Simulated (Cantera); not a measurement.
Input: 1 mol ZrO2, 31 mol H2, 8.5 mol H2O, held at 1 atm.

Equilibrium computed with Cantera from the NASA thermochemical tables; the gas is ideal and each condensed phase is pure. Candidate condensed phases: H2O, Zr, ZrO2; 12 gas species. Kinetics and transport are ignored.

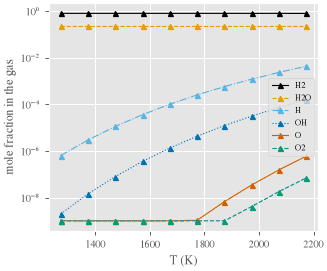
Figure. Equilibrium gas composition (values under 1e-9 drawn at 1e-9)

From 1273 K to 1473 K the condensed part is ZrO2(monoclinic). From 1573 K to 2173 K the condensed part is ZrO2(tetragonal).
